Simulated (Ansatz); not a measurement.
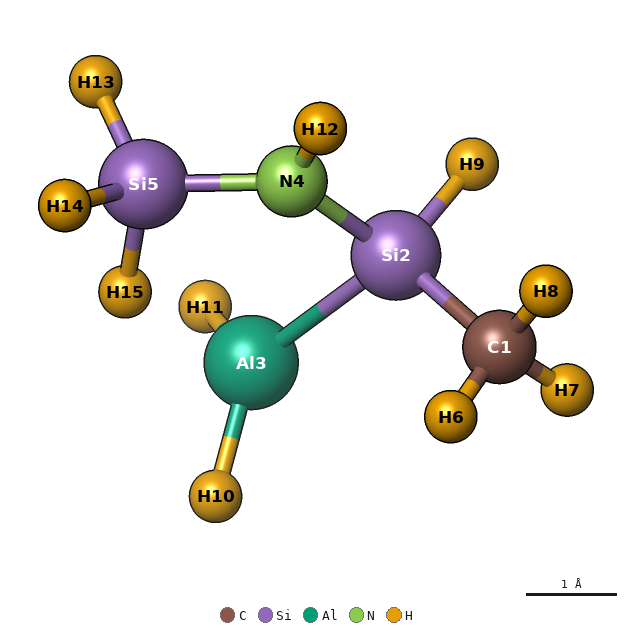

The view is orthographic, and the bar gives the scale. Computed geometry: PBE0-D4/def2-TZVP optimisation. No frequency run is at hand to confirm it as a minimum.

Reconstruct the coordinates (Å) as seen: x to the right, y up, z towards the viewer, origin at the mean of the atomic positions.

```xyz
15
CH10AlNSi2
C    2.12  -0.82   0.80
Si   0.97   0.20  -0.26
Al  -0.65  -1.00  -1.68
N   -0.20   1.03   0.78
Si  -1.86   1.00   0.40
H    1.58  -1.60   1.34
H    2.88  -1.30   0.18
H    2.65  -0.20   1.54
H    1.82   1.22  -0.95
H   -1.05  -2.49  -1.31
H   -1.17  -0.37  -3.05
H    0.12   1.62   1.53
H   -2.40   2.15  -0.38
H   -2.74   0.76   1.57
H   -2.07  -0.20  -0.51
```
